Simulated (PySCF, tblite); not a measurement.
# C₄H₁₁Si radical: geometry, infrared bands and EPR parameters

Aim: predict the infrared bands and EPR parameters of C₄H₁₁Si radical (`CC[Si](C)C`).

The runs use tblite 0.8.0 and PySCF 2.14.0, with density-fitted response routines of our own; the level of theory stands in each step. All values are computed, except where a source is named. Atoms count from 0, in the outputs and in this text.

**1. The molecule as given**

16 atoms, charge 0, multiplicity 2; geometry from: force field or distance geometry start.

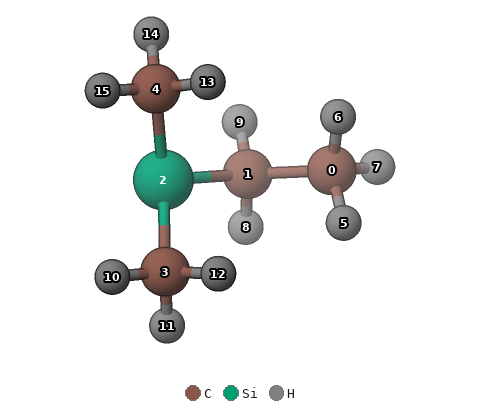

The starting geometry (carbon brown, silicon teal, hydrogen grey), atoms numbered.

**2. Relaxing the molecule with GFN2-xTB**

Job settings and geometry (Å):

```
{"job": {"kind": "relax", "xc": "GFN2-xTB", "basis": "xTB"}, "charge": 0, "multiplicity": 2}
C      1.899600     0.078100     0.538100
C      1.188200    -0.228500    -0.787600
Si    -0.668700    -0.172500    -0.741000
C     -1.398500    -1.440500     0.372800
C     -1.310200     1.528700    -0.368500
H      1.596100    -0.626100     1.321800
H      1.652900     1.094600     0.884200
H      2.983100     0.021600     0.418300
H      1.504800    -1.235700    -1.106000
H      1.546200     0.468100    -1.535400
H     -2.493400    -1.455300     0.321900
H     -1.048600    -2.452700     0.118500
H     -1.124900    -1.258900     1.433100
H     -1.023100     1.846600     0.630200
H     -0.907900     2.271400    -1.079300
H     -2.403200     1.569900    -0.432500
```

Started as:

```sh
$ OMP_NUM_THREADS=1 python probes_run.py task.json out
```

This one command runs all jobs of the session in turn.

Standard output:

```text
step      E/eV     max force
  0    -430.36534    1.895
  1    -430.45412    0.584
  2    -430.47026    0.286
  3    -430.47961    0.217
  4    -430.48973    0.252
  5    -430.49675    0.275
  6    -430.50167    0.257
  7    -430.50468    0.163
  8    -430.50638    0.126
  9    -430.50726    0.077
 10    -430.50781    0.056
 11    -430.50820    0.044
 12    -430.50852    0.060
 13    -430.50883    0.048
 14    -430.50921    0.052
 15    -430.50976    0.080
 16    -430.51043    0.105
 17    -430.51105    0.097
 18    -430.51146    0.063
 19    -430.51172    0.037
 20    -430.51196    0.044
 21    -430.51220    0.043
 22    -430.51242    0.040
 23    -430.51262    0.043
 24    -430.51285    0.042
 25    -430.51313    0.050
 26    -430.51344    0.046
 27    -430.51373    0.053
 28    -430.51394    0.037
 29    -430.51411    0.037
 30    -430.51425    0.030
 31    -430.51437    0.035
 32    -430.51443    0.029
 33    -430.51446    0.012
 34    -430.51448    0.010
```

Wall time 0.15 s (1 thread of Arm Neoverse V2, shared host).

Along the way: (not every step is listed)

| step | energy from step 0 (eV) | largest force (eV/Å) |
| --- | --- | --- |
| 0 | 0.0000 | 1.8946 |
| 1 | -0.0888 | 0.5837 |
| 2 | -0.1049 | 0.2859 |
| 3 | -0.1143 | 0.2173 |
| 4 | -0.1244 | 0.2517 |
| 5 | -0.1314 | 0.2751 |
| 6 | -0.1363 | 0.2568 |
| 7 | -0.1393 | 0.1635 |
| 8 | -0.1410 | 0.1260 |
| 10 | -0.1425 | 0.0556 |
| 12 | -0.1432 | 0.0597 |
| 14 | -0.1439 | 0.0516 |
| 16 | -0.1451 | 0.1053 |
| 18 | -0.1461 | 0.0625 |
| 20 | -0.1466 | 0.0437 |
| 22 | -0.1471 | 0.0403 |
| 24 | -0.1475 | 0.0425 |
| 26 | -0.1481 | 0.0455 |
| 28 | -0.1486 | 0.0372 |
| 29 | -0.1488 | 0.0371 |
| 30 | -0.1489 | 0.0305 |
| 31 | -0.1490 | 0.0346 |
| 32 | -0.1491 | 0.0287 |
| 33 | -0.1491 | 0.0121 |
| 34 | -0.1491 | 0.0097 |

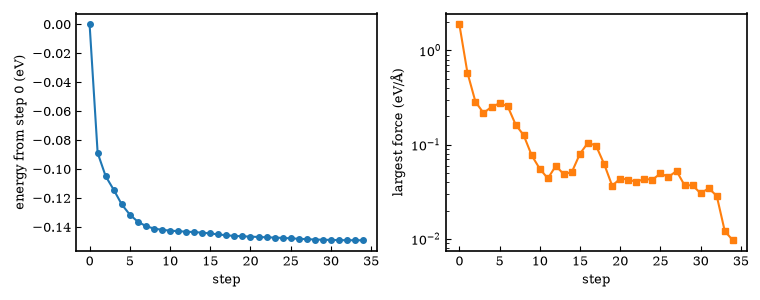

Energy and largest force along the relaxation.

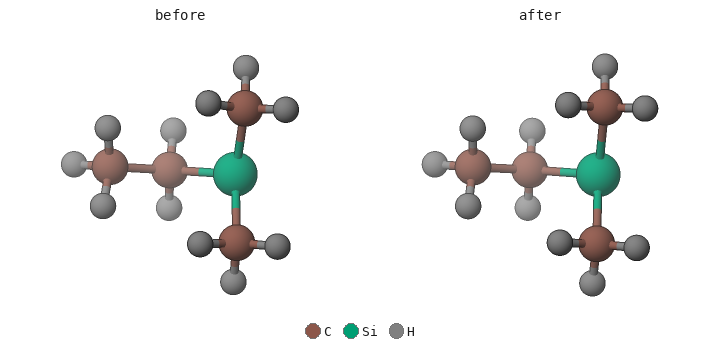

The geometry before (left) and after (right).

Close pairs (by a distance rule), those that changed most:

| bond | before (Å) | after (Å) | change (Å) |
| --- | --- | --- | --- |
| Si2–C3 | 1.839 | 1.908 | +0.070 |
| C1–Si2 | 1.858 | 1.916 | +0.058 |
| Si2–C4 | 1.856 | 1.908 | +0.052 |
| C3–H12 | 1.110 | 1.089 | -0.021 |
| C4–H14 | 1.104 | 1.086 | -0.018 |
| C3–H11 | 1.101 | 1.086 | -0.015 |
| C0–H6 | 1.102 | 1.088 | -0.014 |
| C1–H8 | 1.103 | 1.091 | -0.012 |

The next job starts from the end point, and lists it.

**3. Vibrational analysis with GFN2-xTB**

Job settings and geometry (Å):

```
{"job": {"kind": "ir", "xc": "GFN2-xTB", "basis": "xTB"}, "charge": 0, "multiplicity": 2}
C      1.844539     0.079627     0.525187
C      1.240391    -0.249361    -0.838473
Si    -0.674602    -0.187232    -0.821736
C     -1.393518    -1.462410     0.402728
C     -1.302675     1.554795    -0.360573
H      1.507492    -0.630054     1.278166
H      1.559213     1.080589     0.842835
H      2.932518     0.036595     0.484082
H      1.577945    -1.240581    -1.145004
H      1.629422     0.453910    -1.576327
H     -2.478556    -1.474084     0.365430
H     -1.045285    -2.467949     0.187094
H     -1.104380    -1.223611     1.425416
H     -1.007223     1.816878     0.654567
H     -0.906768     2.315256    -1.026730
H     -2.386111     1.606576    -0.408072
```

Standard output:

```text
mode    cm-1     km/mol
  1      43.8      0.02
  2     104.7      0.01
  3     110.9      0.05
  4     150.5      0.58
  5     159.0      1.86
  6     179.1      2.50
  7     250.2      0.59
  8     317.5      7.37
  9     616.1      2.43
 10     707.5      0.03
 11     724.4     32.97
 12     752.2     41.07
 13     783.7      0.51
 14     819.2    113.79
 15     837.2     76.00
 16     849.9    147.27
 17     985.3     17.63
 18    1017.4      7.31
 19    1059.8     17.16
 20    1244.7      4.09
 21    1286.1      0.10
 22    1361.5      4.20
 23    1367.7      1.31
 24    1414.2      0.27
 25    1482.2      0.00
 26    1486.5      1.00
 27    1487.6      0.08
 28    1489.9      1.27
 29    1495.1      0.33
 30    1512.1      0.84
 31    1518.6      2.24
 32    2972.3     39.26
 33    2985.4     13.58
 34    2986.0      0.22
 35    2990.2     64.85
 36    3003.8     66.60
 37    3023.2     55.06
 38    3028.6     23.90
 39    3042.2     12.89
 40    3043.5     21.01
 41    3045.7     25.35
 42    3047.0     57.27
```

It took 0.34 s on 1 thread of Arm Neoverse V2, shared host.

Which atoms move in the most intense modes:

| cm⁻¹ | km/mol | atoms |
| --- | --- | --- |
| 752 | 41.1 | Si2 18 %, C4 14 %, C3 14 % |
| 819 | 113.8 | H14 19 %, H11 18 %, Si2 17 % |
| 837 | 76.0 | H12 23 %, H13 23 % |
| 850 | 147.3 | H10 16 %, H15 16 %, H11 14 %, Si2 14 % |
| 2990 | 64.8 | H13 46 %, H12 44 % |
| 3004 | 66.6 | H7 80 % |
| 3023 | 55.1 | H5 46 %, H6 43 % |
| 3047 | 57.3 | H15 51 %, H10 42 % |

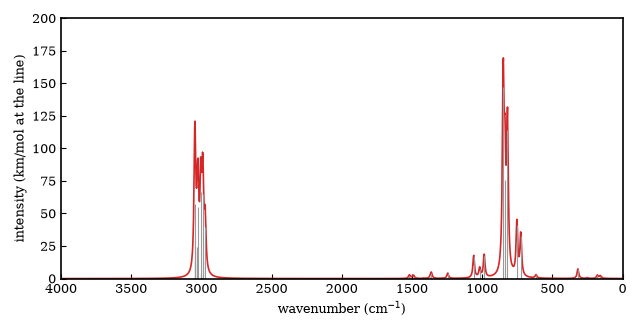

The infrared spectrum from these modes, unscaled. Lines are broadened to a width of 14 cm⁻¹ (Lorentzian).

**4. EPR parameters: B3LYP/pcH-1**

The job, as its differences from that of step 3:

```diff
@@ -1,2 +1,2 @@
-{"job": {"kind": "ir", "xc": "GFN2-xTB", "basis": "xTB"}, "charge": 0, "multiplicity": 2}
+{"job": {"kind": "epr", "basis": "pcH-1"}, "charge": 0, "multiplicity": 2}
 C      1.844539     0.079627     0.525187
```

Level: UKS B3LYP, pcH-1 on C H Si, non-relativistic, mean-field spin-orbit, GIAO.

Standard output:

```text
UKS, coarse grid
  cycle   1  E = -448.46008136  |g| = 4.32e-01
  cycle   2  E = -448.40936749  |g| = 5.30e-01
  cycle   3  E = -448.55344643  |g| = 2.82e-02
  cycle   4  E = -448.55375533  |g| = 1.53e-02
  cycle   5  E = -448.55386908  |g| = 5.22e-03
  cycle   6  E = -448.55388292  |g| = 9.34e-04
  cycle   7  E = -448.55388335  |g| = 3.51e-04
UKS, final grid
  cycle   1  E = -448.55393796  |g| = 4.09e-04
  cycle   2  E = -448.55393792  |g| = 5.19e-04
  cycle   3  E = -448.55393804  |g| = 3.18e-05
  cycle   4  E = -448.55393804  |g| = 1.40e-05
E = -448.55393804 Eh   <S^2> = 0.7512 (exact 0.7500)
g shifts (ppm)      1          2          3
  rmc          -140       -140       -140
  gc              1         81         86
  oz_so         -70       1692       1746
  total        -209       1633       1692
hyperfine (MHz)  atom isotope    a_iso     a_fc   dipolar eigenvalues
    0   13C      26.62      26.63     -2.63     -2.53      5.16
    1   13C      32.96      32.94     -4.43     -4.43      8.86
    2  29Si    -471.70    -472.67   -166.34     83.01     83.32
    3   13C      31.46      31.44     -3.98     -3.75      7.73
    4   13C      31.47      31.45     -3.98     -3.75      7.73
    5    1H      -0.34      -0.34     -2.63     -0.80      3.43
    6    1H      -0.34      -0.34     -2.63     -0.80      3.43
    7    1H      16.99      16.99     -1.93     -0.69      2.62
    8    1H      -0.14      -0.15     -4.48     -2.41      6.89
    9    1H      -0.10      -0.10     -4.48     -2.41      6.90
   10    1H       3.27       3.27     -4.34     -2.59      6.93
   11    1H       0.58       0.58     -4.20     -2.45      6.64
   12    1H      54.71      54.71     -3.80     -0.17      3.98
   13    1H      54.70      54.70     -3.80     -0.17      3.98
   14    1H       0.70       0.70     -4.20     -2.45      6.66
   15    1H       3.10       3.10     -4.33     -2.58      6.92
```

Wall time 49 s (1 thread of Arm Neoverse V2, shared host); peak memory 0.87 GiB.

Principal g values 2.00211, 2.00395, 2.00401; g(iso) = 2.00336, against 2.00232 for a free electron.

Hyperfine couplings; where a row names several nuclei, a(iso) is their mean (it holds for fast rotation or exchange) and the dipolar term the largest among them:

| nuclei | isotope | a(iso) (MHz) | a(iso) (G, at g = 2.0023) | largest dipolar term (MHz) |
| --- | --- | --- | --- | --- |
| Si2 | 29Si | -471.7 | -168.3 | -166.3 |
| C1 | 13C | 33.0 | 11.8 | 8.9 |
| C3, C4 | 13C | 31.5 | 11.2 | 7.7 |
| C0 | 13C | 26.6 | 9.5 | 5.2 |
| H10, H11, H12, H13, H14, H15 | 1H | 19.5 | 7.0 | 6.9 |
| H5, H6, H7 | 1H | 5.4 | 1.9 | 3.4 |
| H8, H9 | 1H | -0.1 | 0.0 | 6.9 |

Mulliken spin populations:

C0 0.02; C1 0.00; Si2 0.95; C3 0.00; C4 0.00; H5 0.00; H6 0.00; H7 0.01; H8 0.00; H9 0.00; H10 0.00; H11 0.00; H12 0.03; H13 0.03; H14 0.00; H15 0.00

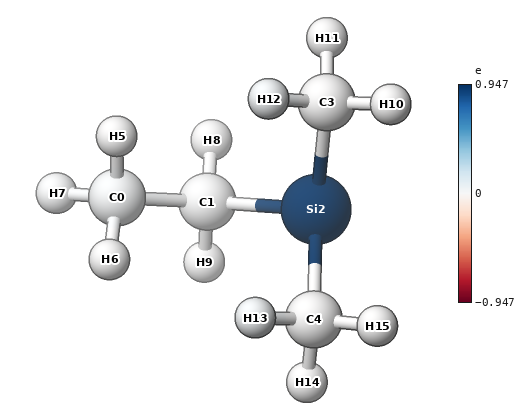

Mulliken spin populations, as colours on the atoms.

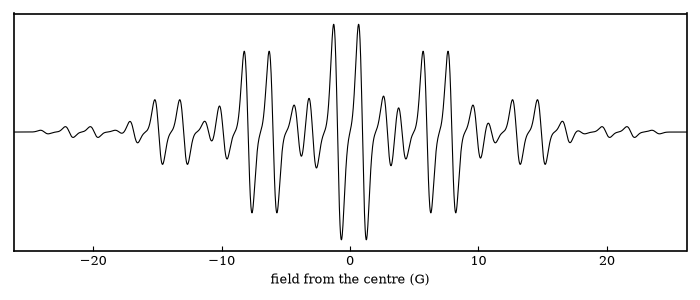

First-order isotropic spectrum (first derivative, main isotopes with spin only, couplings over 0.8 MHz, Gaussian width 0.3 G; couplings of the frozen geometry, rotation of groups not averaged beyond the rows shown).

The fields below are evaluated on a grid from the run's orbitals.

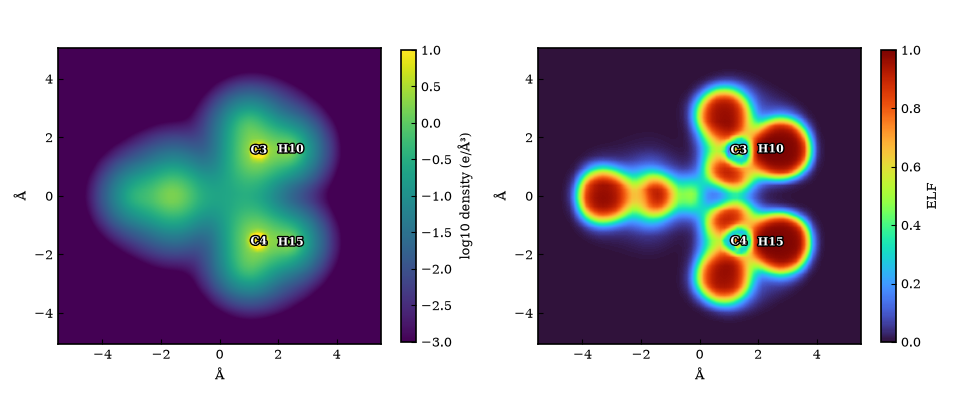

Density (left) and ELF (right) in a plane through or near 4 of the atoms.

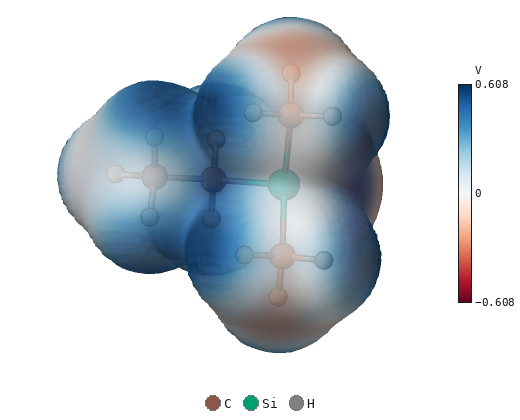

The potential that a unit positive charge feels on the 0.002 e/bohr³ surface, from -0.46 V near Si2 to 0.61 V near H13.

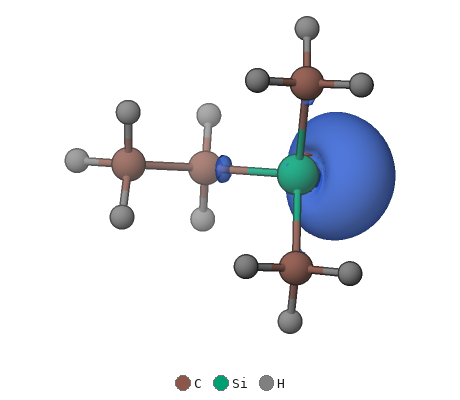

Spin density at ±0.05 e/Å³ (alpha excess blue, beta excess red).

**5. Results**

| quantity | value |
| --- | --- |
| strongest single infrared mode (GFN2-xTB) | 850 cm⁻¹, 147 km/mol |
| zero-point energy (GFN2-xTB) | 86.9 kcal/mol |
| g(iso) (B3LYP) | 2.00336 |
| ⟨S²⟩ | 0.751 (exact 0.75) |
| largest a(iso) (averaged by class) | 29Si on Si2, -471.7 MHz |
| potential on the surface of density 0.002 e/bohr³, 1st and 99th percentile | -0.46 V and 0.61 V |

**Reading.** The optimisation took 34 steps and gained 0.149 eV; among the close pairs (by a distance rule), Si2–C3 changed most, from 1.839 to 1.908 Å. No mode is imaginary among the 42: a minimum at this level. The strongest single mode, at 850 cm⁻¹, has its largest shares on H10, H15, H11 and Si2 (the list is cut at 4 atoms). GFN2-xTB is a fitted tight-binding method: band positions and strengths are rough. Its intensities can rank the bands wrongly. Si2 carries the largest spin population, 0.95 e. The isotropic g lies 1.0 ppt above the free-electron value. These values are for one conformer; the search (at its own cheap level) found 1 more, at 0.05 kcal/mol, and measured spectra average over such forms.
